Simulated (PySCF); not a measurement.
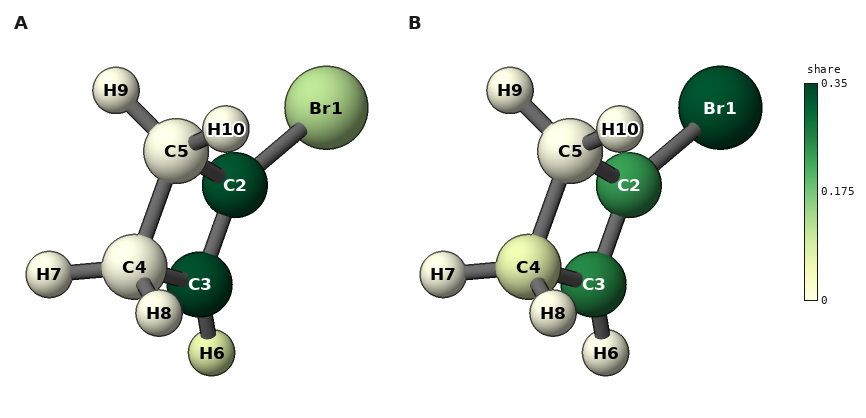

Each panel colours the atoms by their Löwdin share in one orbital (up to four of the largest shares; other atoms are shown as zero). The geometry was computed by an optimisation with GFN2-xTB. No frequency run is at hand to confirm it as a minimum. Level of theory: PBE0/def2-SVPD (PySCF 2.14.0).

### The panels show the HOMO, LUMO, in some order. Which is which?

A: LUMO, −0.01 eV; C3 0.34, C2 0.33, Br1 0.12, H6 0.07
B: HOMO, −7.09 eV; Br1 0.33, C3 0.26, C2 0.23, C4 0.06

The geometry is semi-empirical. Around Br such bond lengths and angles can be off by a tenth of an ångström or more and by several degrees, and values that hang on the shape move with them.
